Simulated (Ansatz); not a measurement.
# AsH₃+ (doublet): one geometry, many settings at distance As1–H3 = 5.137 Å

Aim: run AsH₃+ (doublet) at one geometry under a spread of methods and options, and see what each costs and gives.

Program: Ansatz 0.2.0, Gaussian basis. Level of theory: the settings change from run to run. These are calculated values, not measurements.

15 further runs of the same task are left out: 1 for a known fault of the program, 10 that didn't finish, 4 set aside as unsound or not needed.

## Step 1: The geometry

The geometry derives from a PBE0/def2-TZVP stationary point (not a proven minimum). One bond is set to the value named and the two fragments are kept rigid. No spin-orbit coupling is included. The filled d shell of As may be among the frozen orbitals whatever the setting's name suggests; the logs give the count.

4 atoms, charge 1, spin multiplicity 2.

Atoms are counted from 1 here; the program's logs count them from 0.

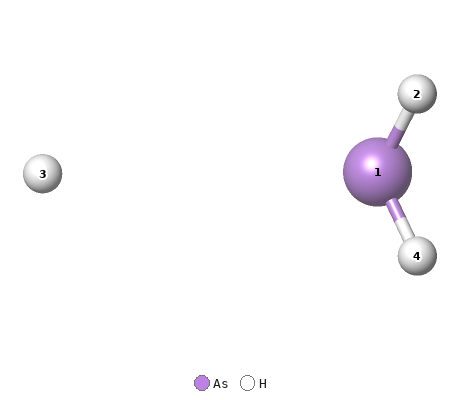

The geometry (arsenic purple, hydrogen white); atoms are numbered from 1 in the order of the file.

As a file:

```xyz
4
AsH3
As    0.02306   -0.03896   -0.02920
H     1.45918   -0.02520    0.39292
H    -2.48814    4.21137    1.39112
H    -0.68546   -1.29025    0.38679
```

## Step 2: MRCISD+Q(3,6)/cc-pVDZ

in.yaml

```yaml
crystal:
  periodic: [false, false, false]
  atoms:
    - {symbol: As, position_ang: [0.023065, -0.038960, -0.029205]}
    - {symbol: H, position_ang: [1.459177, -0.025197, 0.392917]}
    - {symbol: H, position_ang: [-2.488138, 4.211371, 1.391118]}
    - {symbol: H, position_ang: [-0.685460, -1.290254, 0.386787]}
basis:
  gaussian: {orbitals: cc-pVDZ}
total_charge: 1
magnetization: {spin_polarized: false, initial_magnetization: 1}
correlation: {method: fic_mrcisd_q, electrons: outside_noble_gas, active_space: {window: {electrons: 3, orbitals: 6}, states: [{multiplicity: 2, weights: [0.5, 1, 1]}]}}
```

The run is started by

```sh
$ ansatz run in.yaml --threads 1 --pin off --events-out ev --progress --plain --max-ram 2393MiB
```

Output, shortened:

```text
Functional definition: HF
  name "HF"
  cite "Fock, Z. Phys. 61, 126 (1930) doi:10.1007/BF01340294"
  parent pbe
[...]
765 factors; integrals over basis functions are off by at most 9.9e-8 eV
[...]
mean field -60830.27926268 eV, -2235.4715306592 hartree, gradient 2.0e-6 eV, S^2 0.750000; 2 other end points of the search recorded, 0 dependent functions left out
reference -60830.27926268 eV, -2235.4715306592 hartree; 18, 17 occupied and 24, 25 virtual orbitals, 765 factors
state -60830.69469243 eV, -2235.4867974212 hartree
state -60830.20918603 eV, -2235.4689553900 hartree
state -60828.58114978 eV, -2235.4091261613 hartree
contracted CI cycle   1: correlation 0.00000000 eV, 0.0000000000 hartree, residual 1.19e1 eV
contracted CI cycle   2: correlation -2.51732824 eV, -0.0925101065 hartree, residual 2.24e0 eV
contracted CI cycle   3: correlation -2.62913420 eV, -0.0966188997 hartree, residual 6.92e-1 eV
contracted CI cycle   4: correlation -2.63908909 eV, -0.0969847353 hartree, residual 1.95e-1 eV
contracted CI cycle   5: correlation -2.63986812 eV, -0.0970133639 hartree, residual 5.28e-2 eV
contracted CI cycle   6: correlation -2.63992680 eV, -0.0970155205 hartree, residual 1.60e-2 eV
contracted CI cycle   7: correlation -2.63993178 eV, -0.0970157035 hartree, residual 4.34e-3 eV
contracted CI cycle   8: correlation -2.63993217 eV, -0.0970157177 hartree, residual 1.34e-3 eV
[...]
contracted CI cycle   4: correlation -2.50776408 eV, -0.0921586301 hartree, residual 1.67e-1 eV
contracted CI cycle   5: correlation -2.50835826 eV, -0.0921804657 hartree, residual 5.08e-2 eV
contracted CI cycle   6: correlation -2.50842517 eV, -0.0921829247 hartree, residual 2.10e-2 eV
contracted CI cycle   7: correlation -2.50843454 eV, -0.0921832690 hartree, residual 6.20e-3 eV
contracted CI cycle   8: correlation -2.50843525 eV, -0.0921832951 hartree, residual 1.60e-3 eV
contracted CI cycle   9: correlation -2.50843530 eV, -0.0921832970 hartree, residual 5.15e-4 eV
state -60830.20918603 eV, -2235.4689553900 hartree; corrected -60832.86106243 eV, -2235.5664100503 hartree
contracted CI cycle   1: correlation 0.00000000 eV, 0.0000000000 hartree, residual 1.19e1 eV
contracted CI cycle   2: correlation -2.68196818 eV, -0.0985605129 hartree, residual 2.31e0 eV
contracted CI cycle   3: correlation -2.80800675 eV, -0.1031923445 hartree, residual 6.69e-1 eV
contracted CI cycle   4: correlation -2.81856958 eV, -0.1035805216 hartree, residual 1.90e-1 eV
contracted CI cycle   5: correlation -2.81939263 eV, -0.1036107682 hartree, residual 5.67e-2 eV
contracted CI cycle   6: correlation -2.81947543 eV, -0.1036138111 hartree, residual 1.98e-2 eV
contracted CI cycle   7: correlation -2.81948402 eV, -0.1036141266 hartree, residual 5.76e-3 eV
contracted CI cycle   8: correlation -2.81948472 eV, -0.1036141524 hartree, residual 1.58e-3 eV
contracted CI cycle   9: correlation -2.81948478 eV, -0.1036141546 hartree, residual 4.80e-4 eV
state -60828.58114978 eV, -2235.4091261613 hartree; corrected -60831.60993283 eV, -2235.5204318855 hartree
Total energy: -60832.48729808 eV, -2235.5526744636 hartree
```

Run time: 4 s. Hardware: 1 thread of Arm Neoverse V2, shared host.

From the report: 90 determinants; active occupations (of the averaged states) 1.18, 1.00, 0.81, 0.01, 0.01, 0.00.

## Step 3: CCSD(T) on ROHF/6-31G

in.yaml

```yaml
crystal:
  periodic: [false, false, false]
  atoms:
    - {symbol: As, position_ang: [0.023065, -0.038960, -0.029205]}
    - {symbol: H, position_ang: [1.459177, -0.025197, 0.392917]}
    - {symbol: H, position_ang: [-2.488138, 4.211371, 1.391118]}
    - {symbol: H, position_ang: [-0.685460, -1.290254, 0.386787]}
basis:
  gaussian: {orbitals: 6-31G}
total_charge: 1
magnetization: {spin_polarized: false, initial_magnetization: 1}
correlation: {method: ccsd_t, electrons: valence}
accuracy: high
scf: {omitted_lower_state_checks: [cluster_reference]}
```

The command is unchanged.

Output, shortened:

```text
Functional definition: HF
  name "HF"
  cite "Fock, Z. Phys. 61, 126 (1930) doi:10.1007/BF01340294"
  parent pbe
[...]
563 factors; integrals over basis functions are off by at most 3.9e-9 eV
[...]
mean field -60821.14843699 eV, -2235.1359790041 hartree, gradient 2.2e-8 eV, S^2 0.750000; 2 other end points of the search recorded, 0 dependent functions left out
9 core orbitals not correlated: weight in the atoms' cores, before any rotation towards them, 1.000 or more for the frozen orbitals, at most 0.000 for the correlated occupied ones
reference -60821.14843699 eV, -2235.1359790041 hartree; 9, 8 occupied and 17, 18 virtual orbitals, 563 factors
second order -5.30422896 eV of doubles, -0.00000011 eV of singles
cycle   1  -5.27929351 eV  change    2.5e-2 eV  update   5.7e-2
[...]
cycle  28  -5.53871537 eV  change  -3.6e-10 eV  update   1.1e-9
perturbative correction -0.04873879 eV, -0.0017911176 hartree
Total energy: -60826.73589115 eV, -2235.3413141572 hartree
Checks for a lower state left out: cluster_reference
```

Wall time 1.1 s (1 thread of Arm Neoverse V2, shared host).

From the report: correlation -5.5875 eV; T1 0.007; largest double amplitude 0.11.

## Step 4: CCSD(T)/6-31G

in.yaml, as its differences from that of step 3:

```diff
@@ -10,5 +10,5 @@
 total_charge: 1
-magnetization: {spin_polarized: false, initial_magnetization: 1}
-correlation: {method: ccsd_t, electrons: valence}
-accuracy: high
-scf: {omitted_lower_state_checks: [cluster_reference]}
+magnetization: {spin_polarized: true, initial_magnetization: 1}
+hamiltonian: {xc: {name: r2SCAN}}
+correlation: {method: ccsd_t, electrons: outside_noble_gas, diis_vectors: 2}
+output: {forces: true}
```

The command is unchanged.

Output, shortened:

```text
Functional definition: r2SCAN
  name "r2SCAN"
  cite "Furness, Kaplan, Ning, Perdew & Sun, J. Phys. Chem. Lett. 11, 8208 (2020) doi:10.1021/acs.jpclett.0c02405"
  cite "Furness, Kaplan, Ning, Perdew & Sun, J. Phys. Chem. Lett. 11, 9248 (2020) doi:10.1021/acs.jpclett.0c03077"
  parent r2scan
[...]
346 factors; integrals over basis functions are off by at most 4.8e-4 eV
[...]
mean field -60866.03777119 eV, -2236.7856316090 hartree, gradient 4.3e-6 eV, S^2 0.989848; 6 other end points of the search recorded, 0 dependent functions left out
14 core orbitals not correlated: weight in the atoms' cores, before any rotation towards them, 0.999 or more for the frozen orbitals, at most 0.000 for the correlated occupied ones
reference -60820.15911181 eV, -2235.0996219746 hartree; 4, 3 occupied and 17, 18 virtual orbitals, 346 factors
second order -1.33348918 eV of doubles, -0.77294510 eV of singles
cycle   1  -2.25682419 eV  change   -5.3e-1 eV  update   1.1e-1
[...]
cycle  64  -2.75116443 eV  change    1.9e-7 eV  update   2.5e-7
perturbative correction -0.01590891 eV, -0.0005846415 hartree
WARN: these amplitudes may be one of several solutions (largest doubles amplitude 0.13, level shift 3.19 eV)
[...]
Total energy: -60822.92618515 eV, -2235.2013100442 hartree
Atom 0 at     0.023065    -0.038960    -0.029205 Å, force    -1.186661     2.018348    -1.365330 eV/Å
Atom 1 at     1.459177    -0.025197     0.392917 Å, force     0.856081    -0.852350     0.683800 eV/Å
Atom 2 at    -2.488138     4.211371     1.391118 Å, force     0.001608    -0.002723    -0.000762 eV/Å
Atom 3 at    -0.685460    -1.290254     0.386787 Å, force     0.328972    -1.163275     0.682293 eV/Å
Dipole moment:     0.209956    -0.356490     0.114500 e Å
```

Run time: 8.5 s. Hardware: 1 thread of Arm Neoverse V2, shared host.

From the report: ⟨S²⟩ of the determinant 0.990 (pure doublet: 0.75); correlation -2.7671 eV; T1 0.152; largest double amplitude 0.13. The orbitals are Kohn-Sham ones, so correlation energy and T1 don't compare with those on Hartree-Fock orbitals. The report flags that the cluster equations may have other roots.

## Step 5: CASSCF(5,7)/6-31G

in.yaml, as its differences from that of step 4:

```diff
@@ -10,5 +10,4 @@
 total_charge: 1
-magnetization: {spin_polarized: true, initial_magnetization: 1}
-hamiltonian: {xc: {name: r2SCAN}}
-correlation: {method: ccsd_t, electrons: outside_noble_gas, diis_vectors: 2}
-output: {forces: true}
+magnetization: {spin_polarized: false, initial_magnetization: 1}
+correlation: {active_space: {window: {electrons: 5, orbitals: 7}}}
+accuracy: high
```

Launched as before.

Output:

```text
Functional definition: HF
  name "HF"
  cite "Fock, Z. Phys. 61, 126 (1930) doi:10.1007/BF01340294"
  parent pbe
  exchange = exact_x
  correlation = 0
563 factors; integrals over basis functions are off by at most 3.9e-9 eV
mean field evaluation 1: about -60816.1341 eV, gradient 1.3e1 eV
mean field evaluation 2: about -60816.1455 eV, gradient 1.3e1 eV
mean field evaluation 4: about -60820.9410 eV, gradient 7.2e0 eV
mean field evaluation 8: about -60818.9556 eV, gradient 4.9e0 eV
mean field evaluation 16: about -60821.1484 eV, gradient 1.2e-6 eV
mean field -60821.14843699 eV, -2235.1359790041 hartree, gradient 2.2e-8 eV, S^2 0.750000; 2 other end points of the search recorded, 0 dependent functions left out
reference -60821.14843699 eV, -2235.1359790041 hartree; 18, 17 occupied and 17, 18 virtual orbitals, 563 factors
state -60822.23572994 eV, -2235.1759362831 hartree
Total energy: -60822.23572994 eV, -2235.1759362831 hartree
```

It took 6 s on 1 thread of Arm Neoverse V2, shared host.

From the report: 735 determinants; active occupations 1.97, 1.97, 1.00, 0.03, 0.03, 0.00, 0.00.

## Step 6: CCSDT(Q)/B/def2-mTZVP

in.yaml, as its differences from that of step 5:

```diff
@@ -8,6 +8,7 @@
 basis:
-  gaussian: {orbitals: 6-31G}
+  gaussian: {orbitals: def2-mTZVP}
 total_charge: 1
 magnetization: {spin_polarized: false, initial_magnetization: 1}
-correlation: {active_space: {window: {electrons: 5, orbitals: 7}}}
+hamiltonian: {xc: {name: B3LYP}}
+correlation: {method: ccsdt_q_b, electrons: outside_noble_gas}
 accuracy: high
```

Same command.

Output, shortened:

```text
Functional definition: B3LYP
  name "B3LYP"
  cite "Stephens, Devlin, Chabalowski & Frisch, J. Phys. Chem. 98, 11623 (1994) doi:10.1021/j100096a001"
  cite "Becke, Phys. Rev. A 38, 3098 (1988) doi:10.1103/PhysRevA.38.3098"
  cite "Lee, Yang & Parr, Phys. Rev. B 37, 785 (1988) doi:10.1103/PhysRevB.37.785"
  cite "Vosko, Wilk & Nusair, Can. J. Phys. 58, 1200 (1980) doi:10.1139/p80-159"
[...]
713 factors; integrals over basis functions are off by at most 4.5e-9 eV
[...]
mean field -60877.94391682 eV, -2237.2231743908 hartree, gradient 5.1e-8 eV, S^2 0.750000; 2 other end points of the search recorded, 0 dependent functions left out
[...]
unrestricted determinant -60831.08717873 eV, -2235.5012210264 hartree, S^2 1.2728
14 core orbitals not correlated: weight in the atoms' cores, before any rotation towards them, 1.000 or more for the frozen orbitals, at most 0.000 for the correlated occupied ones
reference -60829.77710616 eV, -2235.4530767477 hartree; 4, 3 occupied and 27, 28 virtual orbitals, 713 factors
second order -2.40650197 eV of doubles, -0.67460252 eV of singles
cycle   1  -3.36573206 eV  change   -5.0e-1 eV  update   9.1e-2
[...]
cycle  45  -3.84159479 eV  change   3.1e-11 eV  update  6.9e-10
perturbative correction -0.00268537 eV, -0.0000986854 hartree
WARN: these amplitudes may be one of several solutions (largest doubles amplitude 0.13, level shift 1.38 eV)
Total energy: -60833.62138632 eV, -2235.5943514378 hartree
```

It took 14 s on 1 thread of Arm Neoverse V2, shared host.

From the report: correlation -3.8443 eV; T1 0.106; largest double amplitude 0.13. The orbitals are Kohn-Sham ones, so correlation energy and T1 don't compare with those on Hartree-Fock orbitals. The report flags that the cluster equations may have other roots.

## Step 7: All runs side by side

Where basis and cores are those of an earlier FCI/6-31G run (-60823.0025 eV), and the state is the same kind, the miss against it is given. † marks a result that the program doubts.

| level | correlated | functions | energy (eV) | from FCI (meV) | time |
| --- | --- | --- | --- | --- | --- |
| MRCISD+Q(3,6)/cc-pVDZ (mean of several states) | outside noble gas | 42 | -60832.4873 |  | 4 s |
| CCSD(T) on ROHF/6-31G | valence | 35 | -60826.7359 |  | 1.1 s |
| CCSD(T)/6-31G (on r2SCAN orbitals) † | outside noble gas | 35 | -60822.9262 | 76.3 | 8.5 s |
| CASSCF(5,7)/6-31G |  | 35 | -60822.2357 | 766.8 | 6 s |
| CCSDT(Q)/B/def2-mTZVP (on B3LYP orbitals) † | outside noble gas | 45 | -60833.6214 |  | 14 s |

## Step 8: Summary of results

```
quantity                                              value
    runs                                                  5
quickest                       CCSD(T) on ROHF/6-31G, 1.1 s
 slowest  CCSDT(Q)/B/def2-mTZVP (on B3LYP orbitals) †, 14 s
```

Total energies in different bases, with other cores or another treatment of relativity can't be set against each other. CCSDT(Q)/B/def2-mTZVP (on B3LYP orbitals) † took 13 times as long as CCSD(T) on ROHF/6-31G; the jobs differ in more than the method. Hartree-Fock, CASSCF and CASCI lack dynamic correlation by design. Cores frozen from Kohn-Sham orbitals shift the total energy.
